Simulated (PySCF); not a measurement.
# CH3BF4Si: electronic excitations and core binding energies

What electronic excitations and core binding energies should CH3BF4Si (`FB[SiH2]C(F)(F)F`) show?

Programs: PySCF 2.14.0, with density-fitted response routines of our own. Each step states its level of theory. These are calculated values for one molecule in the gas phase, unless marked as measured. Atoms are numbered from 0 throughout.

## (1) The starting structure

10 atoms, charge 0, multiplicity 1; geometry from: GFN2-xTB.

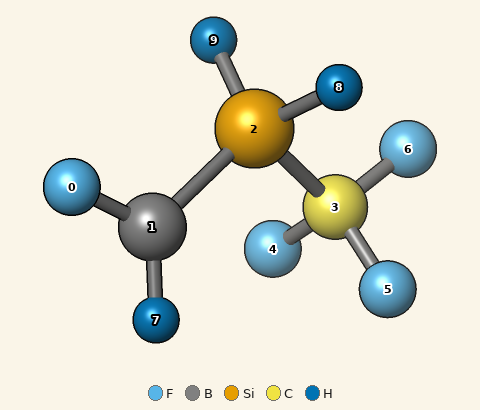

As it starts; fluorine blue, boron grey, silicon amber, carbon yellow, hydrogen blue, atoms numbered; sticks join atoms by distance.

## (2) Excited states and response: PBE0/def2-SVPD

What the job is given:

```
{"job": {"kind": "uv", "xc": "PBE0", "basis": "def2-SVPD", "nstates": 8, "ntriplets": 3}, "charge": 0, "multiplicity": 1}
F      2.948591     0.378049    -0.233533
B      1.806798    -0.265423    -0.271677
Si     0.131976     0.792297    -0.192283
C     -1.323397    -0.411996     0.319121
F     -1.106370    -0.993701     1.520422
F     -1.469548    -1.427249    -0.560919
F     -2.525609     0.184143     0.405076
H      1.905528    -1.434866    -0.368799
H     -0.373074     1.334874    -1.460904
H      0.013987     1.848528     0.820969
```

Level: TDDFT PBE0/def2-SVPD, vertical, gas phase, core orbitals frozen in the response.

Launch:

```sh
OMP_NUM_THREADS=1 python probes_run.py task.json out
```

This one command runs all jobs of the session in turn.

The log of the run:

```text
coarse grid: 10000 points
cycle   1  E = -752.4342746322  dE =  7.487e-01  |g| = 8.442e-01  |ddm| = 3.677e+00
cycle   2  E = -752.2691318669  dE =  1.651e-01  |g| = 1.329e+00  |ddm| = 1.601e+00
cycle   3  E = -752.5598932840  dE = -2.908e-01  |g| = 5.716e-02  |ddm| = 9.755e-01
cycle   4  E = -752.5602033083  dE = -3.100e-04  |g| = 4.320e-02  |ddm| = 1.050e-01
cycle   5  E = -752.5605008792  dE = -2.976e-04  |g| = 7.272e-03  |ddm| = 3.843e-02
cycle   6  E = -752.5605105435  dE = -9.664e-06  |g| = 9.725e-04  |ddm| = 8.306e-03
final grid: 96880 points
cycle   7  E = -752.6558942970  dE = -3.932e-05  |g| = 5.312e-03  |ddm| = 4.938e-02
cycle   8  E = -752.6558907784  dE =  3.519e-06  |g| = 7.277e-03  |ddm| = 1.080e-02
cycle   9  E = -752.6559001730  dE = -9.395e-06  |g| = 5.207e-04  |ddm| = 5.278e-03
cycle  10  E = -752.6559002347  dE = -6.166e-08  |g| = 1.544e-04  |ddm| = 9.584e-04
cycle  11  E = -752.6559002390  dE = -4.320e-09  |g| = 5.721e-05  |ddm| = 2.160e-04
cycle  12  E = -752.6559002395  dE = -5.141e-10  |g| = 2.018e-05  |ddm| = 6.267e-05
converged SCF energy = -752.6559002395

Static polarisability (au): isotropic 56.529, principal 49.840 56.782 62.965

Singlet excitations
state   eV       nm        f      main configurations
  1   4.8477    255.8   0.00359   H->L 0.96
  2   5.9244    209.3   0.00801   H-1->L 0.97
  3   6.9568    178.2   0.03709   H-2->L 0.90
  4   7.4268    166.9   0.07095   H->L+1 0.87
  5   8.2294    150.7   0.03866   H-3->L 0.50, H-1->L+1 0.42
  6   8.2431    150.4   0.04308   H-3->L 0.49, H-1->L+1 0.42
  7   8.3605    148.3   0.01842   H-4->L 0.45, H->L+2 0.34, H-6->L 0.11
  8   8.3766    148.0   0.01650   H->L+2 0.61, H-4->L 0.25

Triplet excitations (Tamm-Dancoff, eV): 3.9946 5.7088 6.2713
```

Run time: 46 s. Hardware: 1 thread of Arm Neoverse V1, shared host; peak memory 0.67 GiB.

The orbitals next to the gap, with their largest atomic shares:

```
orbital      eV                       atoms
 HOMO−3  -11.76   F5 34 %, F4 33 %, F6 33 %
 HOMO−2  -10.53  Si2 40 %, H8 24 %, H9 22 %
 HOMO−1   -9.66  Si2 24 %, C3 20 %, F5 14 %
   HOMO   -9.10  B1 28 %, Si2 23 %, F0 18 %
   LUMO   -2.50  B1 47 %, Si2 21 %, F0 16 %
 LUMO+1   -0.39  Si2 37 %, B1 22 %, H9 10 %
 LUMO+2    0.45   B1 36 %, Si2 29 %, H8 9 %
```

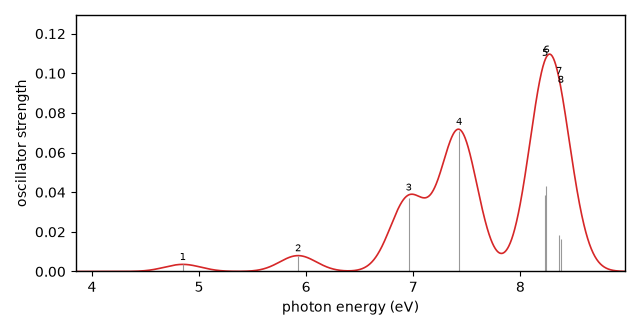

Absorption spectrum from the 8 singlet states computed; above the last one it falls off for lack of states. Lines are broadened to a width of 0.40 eV (Gaussian).

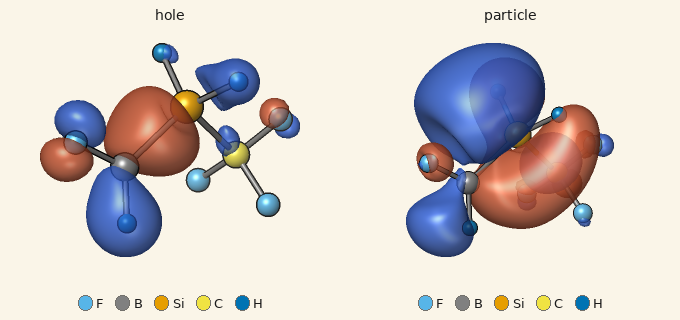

Leading natural transition orbitals of singlet state 4: the electron leaves the hole (left) for the particle orbital (right).

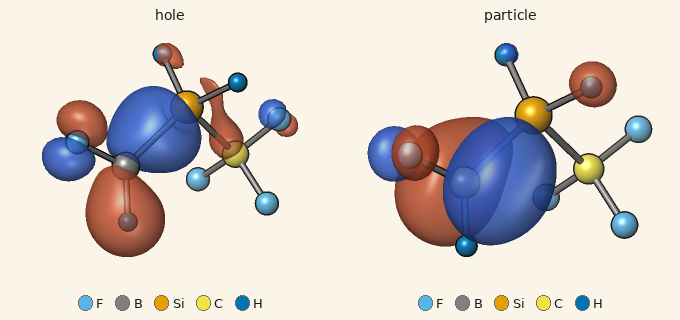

Leading natural transition orbitals of singlet state 1: the electron leaves the hole (left) for the particle orbital (right).

Ground-state properties from the same run:

```
           property  computed
  dipole moment (D)      2.18
polarisability (Å³)      8.38
 HOMO–LUMO gap (eV)      6.60
      −ε(HOMO) (eV)      9.10
```

The fields below are evaluated on a grid from the run's orbitals.

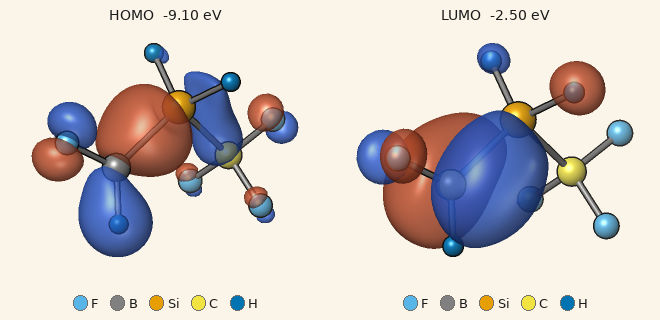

Frontier orbitals at PBE0/def2-SVPD; each surface holds 70 % of the orbital's density, blue and red mark the sign.

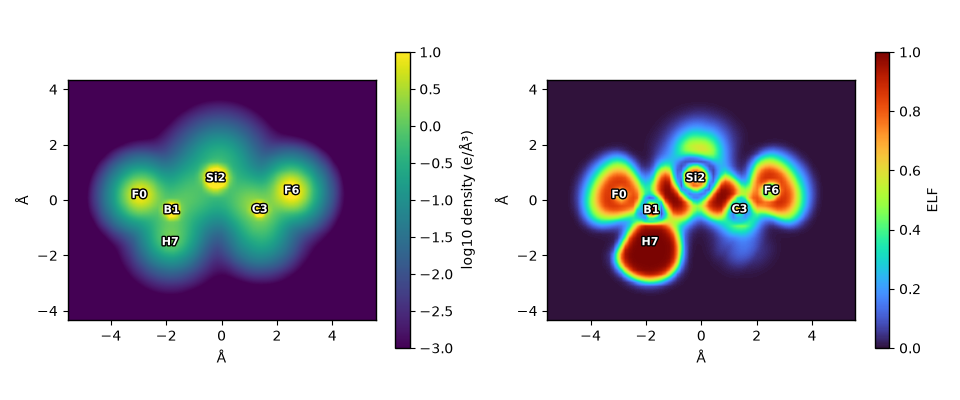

Density (left) and ELF (right) in a plane through or near 6 of the atoms.

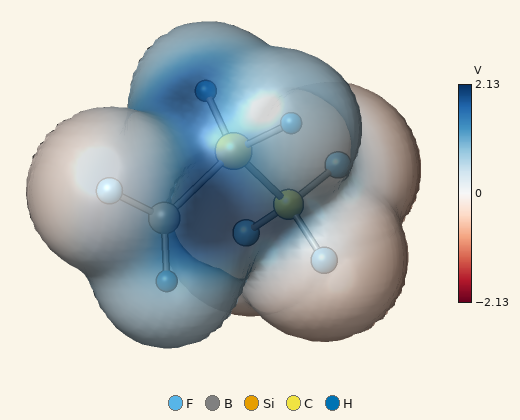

Electrostatic potential on the surface of density 0.002 e/bohr³; red is low, blue high. It runs from -0.65 V near F6 to 2.13 V near B1.

## (3) Core holes by ΔSCF: SCAN, X2C

The job, as its differences from that of step 2:

```diff
@@ -1,2 +1,2 @@
-{"job": {"kind": "uv", "xc": "PBE0", "basis": "def2-SVPD", "nstates": 8, "ntriplets": 3}, "charge": 0, "multiplicity": 1}
+{"job": {"kind": "xps"}, "charge": 0, "multiplicity": 1}
 F      2.948591     0.378049    -0.233533
```

With the program's defaults for keys left out, this is: delta-SCF UKS SCAN, pcX-2 on the ionised atom, pcseg-1 elsewhere, spin-free X2C.

The log of the run:

```text
ground state, core basis on atom 0 (F), 148 functions
  cycle   1  E = -754.28412569  |g| = 8.93e-01
  cycle   2  E = -753.92951458  |g| = 1.74e+00
  cycle   3  E = -754.40463213  |g| = 1.42e-01
  cycle   4  E = -754.40720216  |g| = 8.55e-02
  cycle   5  E = -754.40817439  |g| = 1.08e-02
  cycle   6  E = -754.40819598  |g| = 3.81e-03
  cycle   7  E = -754.40819973  |g| = 1.70e-03
  cycle   8  E = -754.40820055  |g| = 5.06e-04
  cycle   9  E = -754.40819896  |g| = 1.63e-04
  E(ground) = -754.42874071 Eh
hole in F 1s of atom 0
  cycle   1  E = -728.01109203  |g| = 2.58e+00
  cycle   2  E = -727.16588726  |g| = 2.28e+00
  cycle   3  E = -728.57223969  |g| = 7.25e-01
  cycle   4  E = -728.86817572  |g| = 2.55e-01
  cycle   5  E = -728.89275677  |g| = 1.12e-01
  cycle   6  E = -728.89708241  |g| = 5.29e-02
  cycle   7  E = -728.89795785  |g| = 8.56e-03
  cycle   8  E = -728.89799525  |g| = 2.06e-03
  cycle   9  E = -728.89799700  |g| = 1.37e-03
  cycle  10  E = -728.89799762  |g| = 2.67e-04
  E(ion) = -728.92600393 Eh   <S^2> = 0.7565   hole on atom = 1.000   binding energy = 693.965 eV
ground state, core basis on atom 1 (B), 148 functions
  cycle   1  E = -754.35747914  |g| = 1.23e-01
  cycle   2  E = -754.35218683  |g| = 2.14e-01
  cycle   3  E = -754.35951996  |g| = 1.05e-02
  cycle   4  E = -754.35953497  |g| = 4.29e-03
  cycle   5  E = -754.35953914  |g| = 1.23e-03
  cycle   6  E = -754.35953883  |g| = 2.56e-04
  E(ground) = -754.37917174 Eh
hole in B 1s of atom 1
  cycle   1  E = -746.66405847  |g| = 1.15e+00
  cycle   2  E = -744.81944709  |g| = 1.90e+00
  cycle   3  E = -746.88710881  |g| = 5.44e-01
  cycle   4  E = -747.04000941  |g| = 2.23e-01
  cycle   5  E = -747.04954056  |g| = 1.74e-01
  cycle   6  E = -747.05499484  |g| = 8.58e-02
  cycle   7  E = -747.05973310  |g| = 3.14e-02
  cycle   8  E = -747.06028008  |g| = 2.12e-02
  cycle   9  E = -747.06042609  |g| = 1.24e-02
  cycle  10  E = -747.06055293  |g| = 3.21e-03
  cycle  11  E = -747.06055690  |g| = 2.21e-03
  cycle  12  E = -747.06055858  |g| = 1.34e-03
  cycle  13  E = -747.06055877  |g| = 3.30e-04
  E(ion) = -747.08233591 Eh   <S^2> = 0.8652   hole on atom = 1.000   binding energy = 198.557 eV
ground state, core basis on atom 2 (Si), 159 functions
  cycle   1  E = -754.45591284  |g| = 2.84e-01
  cycle   2  E = -754.45595191  |g| = 2.86e-02
  cycle   3  E = -754.45586716  |g| = 3.16e-02
  cycle   4  E = -754.45599925  |g| = 1.11e-02
  cycle   5  E = -754.45601806  |g| = 8.90e-04
  cycle   6  E = -754.45601772  |g| = 3.06e-04
  E(ground) = -754.43247218 Eh
hole in Si 1s of atom 2
  cycle   1  E = -685.51230104  |g| = 4.35e+00
  cycle   2  E = -685.68648661  |g| = 2.11e+00
  cycle   3  E = -686.24882293  |g| = 8.19e-01
  cycle   4  E = -686.51389462  |g| = 4.05e-01
  cycle   5  E = -686.55894972  |g| = 1.46e-01
  cycle   6  E = -686.56711676  |g| = 4.43e-02
  cycle   7  E = -686.56765491  |g| = 1.96e-02
  cycle   8  E = -686.56777296  |g| = 7.55e-03
  cycle   9  E = -686.56779542  |g| = 1.79e-03
  cycle  10  E = -686.56779734  |g| = 3.08e-04
  E(ion) = -686.55423743 Eh   <S^2> = 0.7526   hole on atom = 1.000   binding energy = 1847.061 eV
hole in Si 2p of atom 2
  cycle   1  E = -750.16633683  |g| = 1.23e+00
  cycle   2  E = -750.06081159  |g| = 1.09e+00
  cycle   3  E = -750.43221354  |g| = 3.66e-01
  cycle   4  E = -750.47979628  |g| = 1.30e-01
  cycle   5  E = -750.48389846  |g| = 5.50e-02
  cycle   6  E = -750.48515918  |g| = 1.76e-02
  cycle   7  E = -750.48526186  |g| = 5.63e-03
  cycle   8  E = -750.48527258  |g| = 2.25e-03
  cycle   9  E = -750.48527395  |g| = 3.24e-04
  E(ion) = -750.47548370 Eh   <S^2> = 0.7528   hole on atom = 1.002   binding energy = 107.675 eV
  2p3/2 = 107.441 eV   2p1/2 = 108.065 eV
ground state, core basis on atom 3 (C), 148 functions
  cycle   1  E = -754.37513789  |g| = 6.40e-02
  cycle   2  E = -754.37506057  |g| = 3.90e-02
  cycle   3  E = -754.37517997  |g| = 3.23e-02
  cycle   4  E = -754.37535171  |g| = 3.84e-03
  cycle   5  E = -754.37535560  |g| = 9.21e-04
  cycle   6  E = -754.37535540  |g| = 3.12e-04
  E(ground) = -754.39313700 Eh
hole in C 1s of atom 3
  cycle   1  E = -742.89889118  |g| = 1.50e+00
  cycle   2  E = -737.28814108  |g| = 3.41e+00
  cycle   3  E = -743.23381290  |g| = 6.90e-01
  cycle   4  E = -743.34055235  |g| = 5.69e-01
  cycle   5  E = -743.43516671  |g| = 1.42e-01
  cycle   6  E = -743.44096233  |g| = 7.58e-02
  cycle   7  E = -743.44292625  |g| = 1.19e-02
  cycle   8  E = -743.44297557  |g| = 4.42e-03
  cycle   9  E = -743.44299003  |g| = 1.82e-03
  cycle  10  E = -743.44299084  |g| = 1.72e-03
  cycle  11  E = -743.44299103  |g| = 6.24e-04
  cycle  12  E = -743.44299250  |g| = 1.23e-04
  E(ion) = -743.46395957 Eh   <S^2> = 0.7722   hole on atom = 1.000   binding energy = 297.398 eV
ground state, core basis on atom 4 (F), 148 functions
  cycle   1  E = -754.40771697  |g| = 1.18e-01
  cycle   2  E = -754.40729145  |g| = 6.78e-02
  cycle   3  E = -754.40725152  |g| = 6.98e-02
  cycle   4  E = -754.40791381  |g| = 2.83e-03
  cycle   5  E = -754.40791942  |g| = 1.00e-03
  cycle   6  E = -754.40791877  |g| = 1.57e-04
  E(ground) = -754.42830749 Eh
hole in F 1s of atom 4
  cycle   1  E = -728.02217954  |g| = 2.58e+00
  cycle   2  E = -727.77912007  |g| = 2.25e+00
  cycle   3  E = -728.78604423  |g| = 6.08e-01
  cycle   4  E = -728.83928865  |g| = 4.69e-01
  cycle   5  E = -728.91112871  |g| = 3.84e-02
  cycle   6  E = -728.91154584  |g| = 2.04e-02
  cycle   7  E = -728.91169992  |g| = 9.18e-03
  cycle   8  E = -728.91172662  |g| = 1.76e-03
  cycle   9  E = -728.91172863  |g| = 4.67e-04
  E(ion) = -728.93888974 Eh   <S^2> = 0.7572   hole on atom = 1.000   binding energy = 693.602 eV
```

Wall time 45 s (1 thread of Arm Neoverse V1, shared host); peak memory 0.46 GiB.

Binding energies by hole, beside the orbital energy of the ground state; the difference holds orbital relaxation and, for a density functional, its self-interaction error:

```
       hole  stands for                  environment  ΔSCF (eV; 2p as the shell's mean)  −ε (eV)   ⟨S²⟩
  F1s on F0          F0         fluorine bonded to B                             693.96    667.9  0.756
  B1s on B1          B1     boron bonded to F, Si, H                  198.56 (doubtful)    182.5  0.865
Si1s on Si2         Si2  silicon bonded to C, B, 2 H                            1847.06   1793.9  0.753
Si2p on Si2         Si2  silicon bonded to C, B, 2 H                             107.65     96.8  0.753
  C1s on C3          C3                   CF3 carbon                             297.40    279.9  0.772
  F1s on F4  F4, F5, F6      fluorine of a CF3 group                             693.60    667.6  0.757
```

Each hole run stands for the others of its class of like atoms.

Doubtful: the ion did not converge, its hole moved, or its ⟨S²⟩ is well above 0.75.

With the spin-orbit splitting: Si2 2p3/2 107.44, 2p1/2 108.06 eV. The table gives each 2p level as the mean over the whole 2p shell (two parts 2p3/2, one part 2p1/2), which differs a little from the single hole in the log.

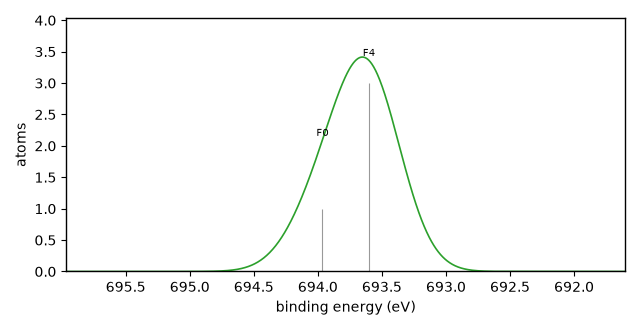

The F1s photoelectron lines, weighted by the number of atoms. Lines are broadened to a width of 0.60 eV (Gaussian).

## (4) What came out

| quantity | value |
| --- | --- |
| lowest singlet (PBE0/def2-SVPD) | 4.85 eV (256 nm), f = 0.004 |
| brightest single state of those computed | state 4, 7.43 eV, f = 0.071 |
| lowest triplet | 3.99 eV |
| surface potential, least and greatest | -0.65 V and 2.13 V |
| F1s binding energies, SCAN/pcX-2 | F0 693.96, F4 693.60 eV |
| Si1s binding energies, SCAN/pcX-2 | Si2 1847.06 eV |
| Si2p binding energies, SCAN/pcX-2 | Si2 107.65 eV |
| C1s binding energies, SCAN/pcX-2 | C3 297.40 eV |

What this shows: The lowest singlet, at 4.85 eV, is HOMO→LUMO 0.96 and is weak; of the 8 states computed, the strongest absorption comes from states 5 to 6 together at 8.24 eV. The lowest triplet lies 0.85 eV below the lowest singlet (triplets in Tamm-Dancoff, singlets in full TDDFT). At PBE0/def2-SVPD, counted by nearest atom on the grid, the HOMO lies on B1 25 %; Si2 21 %, the LUMO on B1 54 %; H7 12 %. F0 (fluorine bonded to B) binds its F1s electron 0.36 eV more tightly than F4 (fluorine of a CF3 group).
